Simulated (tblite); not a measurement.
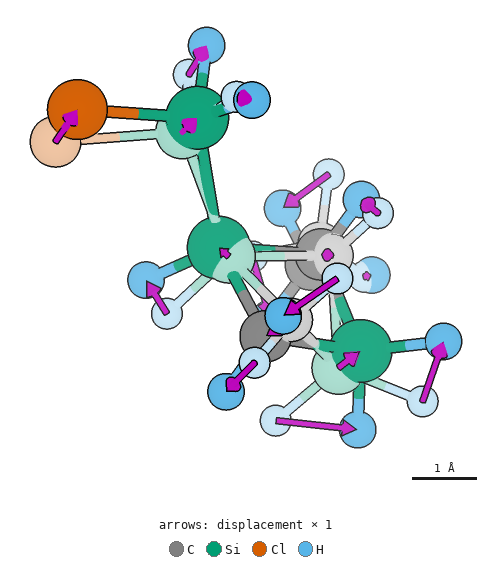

This is a relaxation of C$_{3}$H$_{11}$ClSi$_{3}$. The starting structure is drawn faded, the final one solid; purple arrows show the displacements, at their true length. The two geometries are superimposed by the best rigid fit.

A ball-and-stick model, seen from a free direction.

Level of theory: GFN2-xTB geometry optimisation, gas phase (tblite 0.8.0). 

> Which element moves most?

Hydrogen: up to 1.31 Å, against 0.74 Å for chlorine.

> What did the optimiser do to the structure, and how much energy did it gain?

The largest move after the best rigid fit is that of an H atom, 1.31 Å. By element the largest moves are H 1.31 Å, Cl 0.74 Å, C 0.52 Å, Si 0.47 Å. Near-neighbour distances that change, for instance: Si–Si 2.493 → 2.777 Å, Si–Si 2.193 → 2.309 Å, Cl–Si 2.096 → 2.028 Å, C–Si 1.877 → 1.935 Å. Among the angles between lasting bonds that change: C–C–H 117.6° → 107.6°, H–C–H 115.9° → 106.4°, Si–C–Si 83.4° → 92.5°. Groups turn about C–Si by about 35°, C–Si by about 35°, C–Si by about 30°. Over 121 geometry steps the energy falls by 110.8 kJ/mol. Cost: 2.3 s on 1 thread of Arm Neoverse N1, with other jobs on the host.
